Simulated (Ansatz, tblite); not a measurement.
**The cluster Al₄As₄: one state, many levels**

Aim: run the singlet of the cluster Al₄As₄ at one geometry on many levels, and compare frontier levels, spin and run time.

Computed with Ansatz 0.2.0, Gaussian basis. Level: as each input shows.

Plan: GFN1-xTB, GFN2-xTB, PBE-D4/def2-TZVP, r2SCAN-D4/def2-TZVP, LDA/def2-TZVP, PBE-D4/def2-SVP, PBE0-D4/def2-SVP, HF/6-31G, B3LYP-D4/6-31G, PBE0-D4/def2-TZVPD, PBE-D4/def2-TZVPD, MP2/def2-SVP, RPA/def2-SVP.

11 further runs of the same task are left out: 10 that didn't finish, 1 set aside as unsound or not needed. Runs told in other sessions of the task aren't counted.

## Step 1: The structure

The geometry is that of the singlet, from an earlier relaxation (PBE0-D4/def2-SVP). At that level it is the lowest of the isomers that a small search found.

8 atoms, charge 0, spin multiplicity 1.

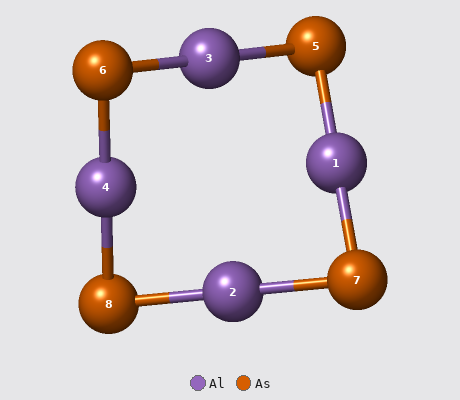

The structure; aluminium purple, arsenic orange; atoms are numbered from 1 in the order of the file.

PBE0-D4/def2-TZVP was run before; its log isn't repeated, and its numbers join the tables.

## Step 2: GFN1-xTB

Tight binding, by tblite at 300 K electronic temperature and without a spin-polarisation term:

```python
tblite.interface.Calculator('GFN1-xTB', numbers, positions, charge=0, uhf=0).singlepoint()
```

Energy -396.9472 eV, HOMO -8.98 eV, LUMO -5.92 eV; 0.011 s.

## Step 3: GFN2-xTB

Tight binding, by tblite at 300 K electronic temperature and without a spin-polarisation term:

```python
tblite.interface.Calculator('GFN2-xTB', numbers, positions, charge=0, uhf=0).singlepoint()
```

Energy -373.0235 eV, HOMO -8.32 eV, LUMO -6.18 eV; 0.021 s.

## Step 4: PBE-D4/def2-TZVP

start.molden holds the orbitals of an earlier run on this state, given as this run's starting guess.

The input, in.yaml:

```yaml
crystal:
  periodic: [false, false, false]
  atoms:
    - {symbol: Al, position_ang: [-0.941946, -0.989218, -1.528020]}
    - {symbol: Al, position_ang: [-0.750040, -1.356512, 1.340562]}
    - {symbol: Al, position_ang: [0.750061, 1.356493, -1.340552]}
    - {symbol: Al, position_ang: [0.941953, 0.989201, 1.528007]}
    - {symbol: As, position_ang: [-1.036461, 0.966223, -2.737836]}
    - {symbol: As, position_ang: [2.537913, 1.749230, 0.054351]}
    - {symbol: As, position_ang: [-0.848952, -2.946222, -0.320596]}
    - {symbol: As, position_ang: [-0.652529, 0.230795, 3.004085]}
basis:
  gaussian: {orbitals: def2-TZVP, initial_orbitals: start.molden}
hamiltonian: {xc: pbe, dispersion: d4}
scf: {omitted_lower_state_checks: [starts]}
output: {forces: true, orbitals: {seedname: orbitals}}
```

On the command line:

```sh
ansatz run in.yaml --threads 4 --pin off --events-out ev --progress --plain --max-ram 4787MiB
```

The program printed, shortened:

```text
Functional definition: PBE
  name "PBE"
  cite "Perdew, Burke & Ernzerhof, Phys. Rev. Lett. 77, 3865 (1996) doi:10.1103/PhysRevLett.77.3865"
  parent pbe
[...]
2528 factors; their error is unknown
[...]
mean field -269708.38597500 eV, -9911.6003696711 hartree, gradient 7.2e-6 eV, S^2 0.000000; 0 other end points of the search recorded, 0 dependent functions left out
[...]
reference -269708.38601804 eV, -9911.6003712529 hartree; 92, 92 occupied and 248, 248 virtual orbitals, 2528 factors
Total energy: -269708.95488375 eV, -9911.6212766823 hartree
Atom 0 at    -0.941946    -0.989218    -1.528020 Å, force     0.058796     0.061660     0.095482 eV/Å
Atom 1 at    -0.750040    -1.356512     1.340562 Å, force     0.046768     0.084584    -0.083776 eV/Å
Atom 2 at     0.750061     1.356493    -1.340552 Å, force    -0.046739    -0.084628     0.083707 eV/Å
Atom 3 at     0.941953     0.989201     1.528007 Å, force    -0.058731    -0.061692    -0.095424 eV/Å
Atom 4 at    -1.036461     0.966223    -2.737836 Å, force    -0.199875     0.168208    -0.300625 eV/Å
Atom 5 at     2.537913     1.749230     0.054351 Å, force     0.371613     0.142596    -0.006580 eV/Å
Atom 6 at    -0.848952    -2.946222    -0.320596 Å, force    -0.015923    -0.394732    -0.049485 eV/Å
Atom 7 at    -0.652529     0.230795     3.004085 Å, force    -0.155908     0.084004     0.356701 eV/Å
Dipole moment:     0.000004    -0.000006     0.000002 e Å
Checks for a lower state left out: starts
```

Wall time 11 s (4 threads of Arm Neoverse V2, shared host); peak memory 0.92 GiB.

From the report: HOMO -5.63 eV, LUMO -3.83 eV.

## Step 5: r2SCAN-D4/def2-TZVP

in.yaml: that of step 4 with these lines changed.

```diff
@@ -13,4 +13,4 @@
   gaussian: {orbitals: def2-TZVP, initial_orbitals: start.molden}
-hamiltonian: {xc: pbe, dispersion: d4}
+hamiltonian: {xc: r2scan, dispersion: d4}
 scf: {omitted_lower_state_checks: [starts]}
-output: {forces: true, orbitals: {seedname: orbitals}}
+output: {orbitals: {seedname: orbitals}}
```

Same command.

The program printed:

```text
Functional definition: r2SCAN
  name "r2SCAN"
  cite "Furness, Kaplan, Ning, Perdew & Sun, J. Phys. Chem. Lett. 11, 8208 (2020) doi:10.1021/acs.jpclett.0c02405"
  cite "Furness, Kaplan, Ning, Perdew & Sun, J. Phys. Chem. Lett. 11, 9248 (2020) doi:10.1021/acs.jpclett.0c03077"
  parent r2scan
  parameter k0 = 0.174
  parameter k1 = 0.065
  parameter a1 = 4.9479
  exchange = r2scan_x(k0 = k0, k1 = k1, a1 = a1)
  correlation = r2scan_c
these checks for a lower state are left out or cut short: starts
2528 factors; their error is unknown
mean field evaluation 1: about -269755.4767 eV, gradient 1.4e1 eV
mean field evaluation 2: about -269755.5927 eV, gradient 2.1e-1 eV
mean field evaluation 4: about -269755.5681 eV, gradient 1.2e-3 eV
mean field -269755.56813619 eV, -9913.3342821138 hartree, gradient 1.9e-5 eV, S^2 0.000000; 0 other end points of the search recorded, 0 dependent functions left out
reference -269755.56814854 eV, -9913.3342825675 hartree; 92, 92 occupied and 248, 248 virtual orbitals, 2528 factors
Total energy: -269755.69998313 eV, -9913.3391273994 hartree
Checks for a lower state left out: starts
```

Wall time 19 s (4 threads of Arm Neoverse V2, shared host); peak memory 0.97 GiB.

From the report: HOMO -5.89 eV, LUMO -3.88 eV.

## Step 6: LDA/def2-TZVP

in.yaml: that of step 5 with these lines changed.

```diff
@@ -13,3 +13,3 @@
   gaussian: {orbitals: def2-TZVP, initial_orbitals: start.molden}
-hamiltonian: {xc: r2scan, dispersion: d4}
+hamiltonian: {xc: lda}
 scf: {omitted_lower_state_checks: [starts]}
```

Same command.

The program printed:

```text
Functional definition: SPW92
  name "SPW92"
  cite "Dirac, Proc. Camb. Phil. Soc. 26, 376 (1930) doi:10.1017/S0305004100016108"
  cite "Slater, Phys. Rev. 81, 385 (1951) doi:10.1103/PhysRev.81.385"
  cite "Perdew & Wang, Phys. Rev. B 45, 13244 (1992) doi:10.1103/PhysRevB.45.13244"
  exchange = slater_x
  correlation = pw_c
these checks for a lower state are left out or cut short: starts
2528 factors; their error is unknown
mean field evaluation 1: about -269288.4597 eV, gradient 4.9e1 eV
mean field evaluation 2: about -269289.2510 eV, gradient 1.2e0 eV
mean field evaluation 4: about -269289.2372 eV, gradient 9.7e-2 eV
mean field -269289.23722150 eV, -9896.1969370891 hartree, gradient 2.4e-5 eV, S^2 0.000000; 0 other end points of the search recorded, 0 dependent functions left out
reference -269289.23726218 eV, -9896.1969385843 hartree; 92, 92 occupied and 248, 248 virtual orbitals, 2528 factors
Total energy: -269289.23726218 eV, -9896.1969385843 hartree
Checks for a lower state left out: starts
```

Wall time 4.8 s (4 threads of Arm Neoverse V2, shared host); peak memory 0.92 GiB.

From the report: HOMO -5.80 eV, LUMO -4.01 eV.

## Step 7: PBE-D4/def2-SVP

in.yaml: that of step 6 with these lines changed.

```diff
@@ -12,4 +12,4 @@
 basis:
-  gaussian: {orbitals: def2-TZVP, initial_orbitals: start.molden}
-hamiltonian: {xc: lda}
+  gaussian: {orbitals: def2-SVP, initial_orbitals: start.molden}
+hamiltonian: {xc: pbe, dispersion: d4}
 scf: {omitted_lower_state_checks: [starts]}
```

Same command.

The program printed:

```text
Functional definition: PBE
  name "PBE"
  cite "Perdew, Burke & Ernzerhof, Phys. Rev. Lett. 77, 3865 (1996) doi:10.1103/PhysRevLett.77.3865"
  parent pbe
  parameter kappa = 0.804
  parameter beta = 0.06672455060314922
  exchange = pbe_x(kappa = kappa, mu = beta*pi^2/3)
  correlation = pbe_c(beta = beta)
these checks for a lower state are left out or cut short: starts
2224 factors; their error is unknown
mean field evaluation 1: about -269668.8126 eV, gradient 1.4e1 eV
mean field evaluation 2: about -269669.1453 eV, gradient 3.8e-1 eV
mean field evaluation 4: about -269668.9500 eV, gradient 7.0e-2 eV
mean field -269668.94997481 eV, -9910.1511233948 hartree, gradient 1.2e-5 eV, S^2 0.000000; 0 other end points of the search recorded, 0 dependent functions left out
reference -269668.95001406 eV, -9910.1511248372 hartree; 92, 92 occupied and 108, 108 virtual orbitals, 2224 factors
Total energy: -269669.51887977 eV, -9910.1720302666 hartree
Checks for a lower state left out: starts
```

It took 4 s on 4 threads of Arm Neoverse V2, shared host.

From the report: HOMO -5.67 eV, LUMO -3.83 eV.

## Step 8: PBE0-D4/def2-SVP

in.yaml: that of step 7 with these lines changed.

```diff
@@ -13,3 +13,3 @@
   gaussian: {orbitals: def2-SVP, initial_orbitals: start.molden}
-hamiltonian: {xc: pbe, dispersion: d4}
+hamiltonian: {xc: pbe0, dispersion: d4}
 scf: {omitted_lower_state_checks: [starts]}
```

Same command.

The program printed:

```text
Functional definition: PBE0
  name "PBE0"
  cite "Adamo & Barone, J. Chem. Phys. 110, 6158 (1999) doi:10.1063/1.478522"
  cite "Perdew, Burke & Ernzerhof, Phys. Rev. Lett. 77, 3865 (1996) doi:10.1103/PhysRevLett.77.3865"
  parent pbe
  parameter a = 0.25
  parameter kappa = 0.804
  parameter beta = 0.06672455060314922
  exchange = (1 - a)*pbe_x(kappa = kappa, mu = beta*pi^2/3) + a*exact_x
  correlation = pbe_c(beta = beta)
these checks for a lower state are left out or cut short: starts
1896 factors; integrals over basis functions are off by at most 7.5e-4 eV
mean field evaluation 1: about -269677.9414 eV, gradient 6.9e0 eV
mean field evaluation 2: about -269678.0282 eV, gradient 9.7e-2 eV
mean field evaluation 4: about -269678.0822 eV, gradient 2.7e-4 eV
mean field -269678.08220207 eV, -9910.4867265566 hartree, gradient 1.9e-5 eV, S^2 0.000000; 0 other end points of the search recorded, 0 dependent functions left out
reference -269678.08223122 eV, -9910.4867276279 hartree; 92, 92 occupied and 108, 108 virtual orbitals, 1896 factors
Total energy: -269678.59422906 eV, -9910.5055432015 hartree
Checks for a lower state left out: starts
```

Wall time 8.5 s (4 threads of Arm Neoverse V2, shared host); peak memory 0.79 GiB.

From the report: HOMO -6.55 eV, LUMO -3.40 eV.

## Step 9: HF/6-31G

in.yaml: that of step 8 with these lines changed.

```diff
@@ -12,4 +12,4 @@
 basis:
-  gaussian: {orbitals: def2-SVP, initial_orbitals: start.molden}
-hamiltonian: {xc: pbe0, dispersion: d4}
+  gaussian: {orbitals: 6-31G}
+hamiltonian: {xc: hf}
 scf: {omitted_lower_state_checks: [starts]}
```

The command is unchanged.

The program printed:

```text
Functional definition: HF
  name "HF"
  cite "Fock, Z. Phys. 61, 126 (1930) doi:10.1007/BF01340294"
  parent pbe
  exchange = exact_x
  correlation = 0
these checks for a lower state are left out or cut short: starts
1552 factors; integrals over basis functions are off by at most 1.9e-4 eV
mean field evaluation 1: about -269473.2854 eV, gradient 2.5e1 eV
mean field evaluation 2: about -269473.3618 eV, gradient 2.5e1 eV
mean field evaluation 4: about -269476.3026 eV, gradient 2.8e0 eV
mean field evaluation 8: about -269476.3597 eV, gradient 1.5e-3 eV
mean field -269476.35971357 eV, -9903.0735618367 hartree, gradient 1.1e-5 eV, S^2 0.000000; 0 other end points of the search recorded, 0 dependent functions left out
reference -269476.35971357 eV, -9903.0735618367 hartree; 92, 92 occupied and 76, 76 virtual orbitals, 1552 factors
Total energy: -269476.35971357 eV, -9903.0735618367 hartree
Checks for a lower state left out: starts
```

Run time: 3.5 s. Hardware: 4 threads of Arm Neoverse V2, shared host.

HOMO -8.20 eV, LUMO -1.24 eV.

## Step 10: B3LYP-D4/6-31G

in.yaml: that of step 9 with these lines changed.

```diff
@@ -13,3 +13,3 @@
   gaussian: {orbitals: 6-31G}
-hamiltonian: {xc: hf}
+hamiltonian: {xc: {name: B3LYP}, dispersion: d4}
 scf: {omitted_lower_state_checks: [starts]}
```

Launched as before.

The program printed, shortened:

```text
Functional definition: B3LYP
  name "B3LYP"
  cite "Stephens, Devlin, Chabalowski & Frisch, J. Phys. Chem. 98, 11623 (1994) doi:10.1021/j100096a001"
  cite "Becke, Phys. Rev. A 38, 3098 (1988) doi:10.1103/PhysRevA.38.3098"
  cite "Lee, Yang & Parr, Phys. Rev. B 37, 785 (1988) doi:10.1103/PhysRevB.37.785"
  cite "Vosko, Wilk & Nusair, Can. J. Phys. 58, 1200 (1980) doi:10.1139/p80-159"
[...]
1552 factors; integrals over basis functions are off by at most 1.9e-4 eV
[...]
mean field -269721.18563734 eV, -9912.0707485864 hartree, gradient 3.4e-5 eV, S^2 0.000000; 0 other end points of the search recorded, 0 dependent functions left out
reference -269721.18591835 eV, -9912.0707589133 hartree; 92, 92 occupied and 76, 76 virtual orbitals, 1552 factors
Total energy: -269722.12967950 eV, -9912.1054414957 hartree
Checks for a lower state left out: starts
```

Wall time 6 s (4 threads of Arm Neoverse V2, shared host).

HOMO -6.31 eV, LUMO -3.51 eV.

## Step 11: PBE0-D4/def2-TZVPD

in.yaml: that of step 10 with these lines changed.

```diff
@@ -12,4 +12,4 @@
 basis:
-  gaussian: {orbitals: 6-31G}
-hamiltonian: {xc: {name: B3LYP}, dispersion: d4}
+  gaussian: {orbitals: def2-TZVPD, initial_orbitals: start.molden}
+hamiltonian: {xc: pbe0, dispersion: d4}
 scf: {omitted_lower_state_checks: [starts]}
```

Launched as before.

The program printed, shortened:

```text
Functional definition: PBE0
  name "PBE0"
  cite "Adamo & Barone, J. Chem. Phys. 110, 6158 (1999) doi:10.1063/1.478522"
  cite "Perdew, Burke & Ernzerhof, Phys. Rev. Lett. 77, 3865 (1996) doi:10.1103/PhysRevLett.77.3865"
  parent pbe
[...]
2924 factors; their error is unknown
the host lacks memory for fits, so the integrals are decomposed
2460 factors; integrals over basis functions are off by at most 9.6e-4 eV
[...]
mean field -269717.44038129 eV, -9911.9331129649 hartree, gradient 3.2e-5 eV, S^2 0.000000; 0 other end points of the search recorded, 0 dependent functions left out
reference -269717.44042690 eV, -9911.9331146410 hartree; 92, 92 occupied and 296, 296 virtual orbitals, 2460 factors
Total energy: -269717.95242474 eV, -9911.9519302146 hartree
Checks for a lower state left out: starts
```

Wall time 29 s (4 threads of Arm Neoverse V2, shared host); peak memory 2.3 GiB.

From the report: HOMO -6.51 eV, LUMO -3.40 eV.

## Step 12: PBE-D4/def2-TZVPD

in.yaml: that of step 11 with these lines changed.

```diff
@@ -13,3 +13,3 @@
   gaussian: {orbitals: def2-TZVPD, initial_orbitals: start.molden}
-hamiltonian: {xc: pbe0, dispersion: d4}
+hamiltonian: {xc: pbe, dispersion: d4}
 scf: {omitted_lower_state_checks: [starts]}
```

Launched as before.

The program printed:

```text
Functional definition: PBE
  name "PBE"
  cite "Perdew, Burke & Ernzerhof, Phys. Rev. Lett. 77, 3865 (1996) doi:10.1103/PhysRevLett.77.3865"
  parent pbe
  parameter kappa = 0.804
  parameter beta = 0.06672455060314922
  exchange = pbe_x(kappa = kappa, mu = beta*pi^2/3)
  correlation = pbe_c(beta = beta)
these checks for a lower state are left out or cut short: starts
2684 factors; their error is unknown
mean field evaluation 1: about -269708.1381 eV, gradient 2.4e1 eV
mean field evaluation 2: about -269708.4674 eV, gradient 5.5e-1 eV
mean field evaluation 4: about -269708.4424 eV, gradient 8.4e-2 eV
mean field -269708.44245213 eV, -9911.6024451673 hartree, gradient 2.4e-5 eV, S^2 0.000000; 0 other end points of the search recorded, 0 dependent functions left out
reference -269708.44251226 eV, -9911.6024473773 hartree; 92, 92 occupied and 296, 296 virtual orbitals, 2684 factors
Total energy: -269709.01137798 eV, -9911.6233528067 hartree
Checks for a lower state left out: starts
```

It took 12 s on 4 threads of Arm Neoverse V2, shared host; peak memory 1.3 GiB.

Report: HOMO -5.65 eV, LUMO -3.87 eV.

## Step 13: MP2/def2-SVP

in.yaml: that of step 12 with these lines changed.

```diff
@@ -12,4 +12,4 @@
 basis:
-  gaussian: {orbitals: def2-TZVPD, initial_orbitals: start.molden}
-hamiltonian: {xc: pbe, dispersion: d4}
+  gaussian: {orbitals: def2-SVP, initial_orbitals: start.molden}
+correlation: {method: mp2}
 scf: {omitted_lower_state_checks: [starts]}
```

Same command.

The program printed:

```text
Functional definition: HF
  name "HF"
  cite "Fock, Z. Phys. 61, 126 (1930) doi:10.1007/BF01340294"
  parent pbe
  exchange = exact_x
  correlation = 0
these checks for a lower state are left out or cut short: starts
1896 factors; integrals over basis functions are off by at most 7.5e-4 eV
mean field evaluation 1: about -269478.4500 eV, gradient 2.7e1 eV
mean field evaluation 2: about -269479.8125 eV, gradient 1.5e0 eV
mean field evaluation 4: about -269480.0850 eV, gradient 9.2e-1 eV
mean field evaluation 8: about -269480.0888 eV, gradient 1.1e-4 eV
mean field -269480.08883012 eV, -9903.2106043424 hartree, gradient 2.2e-6 eV, S^2 0.000000; 0 other end points of the search recorded, 0 dependent functions left out
56 core orbitals not correlated: weight in the atoms' cores, before any rotation towards them, 1.000 or more for the frozen orbitals, at most 0.000 for the correlated occupied ones
reference -269480.08883012 eV, -9903.2106043424 hartree; 36, 36 occupied and 108, 108 virtual orbitals, 1896 factors
second order -31.23689463 eV of doubles, -0.00000000 eV of singles
Total energy: -269511.32572476 eV, -9904.3585390470 hartree
Checks for a lower state left out: starts
```

It took 8 s on 4 threads of Arm Neoverse V2, shared host; peak memory 0.81 GiB.

Report: Hartree-Fock HOMO -8.25 eV, LUMO -0.85 eV.

## Step 14: RPA/def2-SVP

in.yaml: that of step 13 with these lines changed.

```diff
@@ -13,4 +13,4 @@
   gaussian: {orbitals: def2-SVP, initial_orbitals: start.molden}
-correlation: {method: mp2}
+hamiltonian: {xc: pbe}
+correlation: {method: rpa}
 scf: {omitted_lower_state_checks: [starts]}
-output: {orbitals: {seedname: orbitals}}
```

Launched as before.

The program printed, shortened:

```text
Functional definition: PBE
  name "PBE"
  cite "Perdew, Burke & Ernzerhof, Phys. Rev. Lett. 77, 3865 (1996) doi:10.1103/PhysRevLett.77.3865"
  parent pbe
[...]
1896 factors; integrals over basis functions are off by at most 7.5e-4 eV
[...]
mean field -269668.94996501 eV, -9910.1511230346 hartree, gradient 3.3e-6 eV, S^2 0.000000; 0 other end points of the search recorded, 0 dependent functions left out
56 core orbitals not correlated: weight in the atoms' cores, before any rotation towards them, 1.000 or more for the frozen orbitals, at most 0.000 for the correlated occupied ones
reference -269477.31415626 eV, -9903.1086369586 hartree; 36, 36 occupied and 108, 108 virtual orbitals, 1896 factors
Total energy: -269523.18587706 eV, -9904.7943916049 hartree
Checks for a lower state left out: starts
```

Run time: 11 s. Hardware: 4 threads of Arm Neoverse V2, shared host.

## Step 15: Comparison

| level | functions | HOMO (eV) | LUMO (eV) | gap (eV) | time |
| --- | --- | --- | --- | --- | --- |
| HF/6-31G | 168 | -8.20 | -1.24 | 6.95 | 3.5 s |
| LDA/def2-TZVP | 340 | -5.80 | -4.01 | 1.79 | 4.8 s |
| PBE-D4/def2-SVP | 200 | -5.67 | -3.83 | 1.83 | 4 s |
| PBE-D4/def2-TZVP | 340 | -5.63 | -3.83 | 1.80 | 11 s |
| PBE-D4/def2-TZVPD | 388 | -5.65 | -3.87 | 1.78 | 12 s |
| r2SCAN-D4/def2-TZVP | 340 | -5.89 | -3.88 | 2.02 | 19 s |
| B3LYP-D4/6-31G | 168 | -6.31 | -3.51 | 2.80 | 6 s |
| PBE0-D4/def2-SVP | 200 | -6.55 | -3.40 | 3.15 | 8.5 s |
| PBE0-D4/def2-TZVP | 340 | -6.50 | -3.36 | 3.14 | 27 s |
| PBE0-D4/def2-TZVPD | 388 | -6.51 | -3.40 | 3.11 | 29 s |

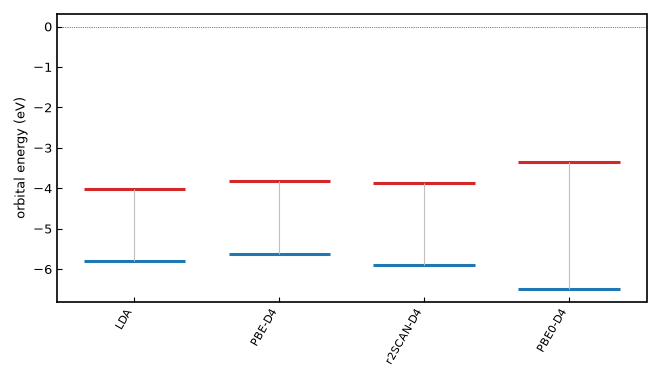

Highest filled (blue) and lowest empty (red) level in def2-TZVP.

The pieces so far (eV):

| basis | HF | MP2 correlation | total |
| --- | --- | --- | --- |
| def2-SVP | -269480.0888 | -31.2369 | -269511.3257 (MP2) |

## Step 16: Binding energy

Free atoms were run apart at each level; binding is atoms less cluster, divided by the number of atoms, without zero-point or spin-orbit terms.

| level | binding an atom (eV) |
| --- | --- |
| HF/6-31G | 0.744 |
| HF/def2-SVP | 1.311 |
| LDA/def2-TZVP | 3.289 |
| PBE-D4/def2-SVP | 2.810 |
| PBE-D4/def2-TZVP | 2.823 |
| PBE-D4/def2-TZVPD | 2.826 |
| r2SCAN-D4/def2-TZVP | 2.787 |
| B3LYP-D4/6-31G | 2.192 |
| PBE0-D4/def2-SVP | 2.689 |
| PBE0-D4/def2-TZVP | 2.715 |
| PBE0-D4/def2-TZVPD | 2.718 |
| RPA/def2-SVP | 2.192 |
| MP2/def2-SVP | 2.406 |

## Step 17: Outcome

| quantity | value |
| --- | --- |
| gap in def2-TZVP, named functionals, smallest and largest | 1.79 eV (LDA), 3.14 eV (PBE0-D4) |
| correlation energy, MP2/def2-SVP | -31.24 eV |
| binding an atom, functionals in def2-TZVP | 2.71 (PBE0-D4) to 3.29 eV (LDA) |
| PBE0 total energy, smallest basis above largest | 39.36 eV (def2-SVP, def2-TZVPD) |

Orbital gaps of the named functionals in def2-TZVP span 1.79 eV (LDA) to 3.14 eV (PBE0-D4); exact exchange widens it.

The slowest run with a step of its own, PBE0-D4/def2-TZVPD, took 29 s; the quickest functional in def2-TZVP took 4.8 s (shared host).
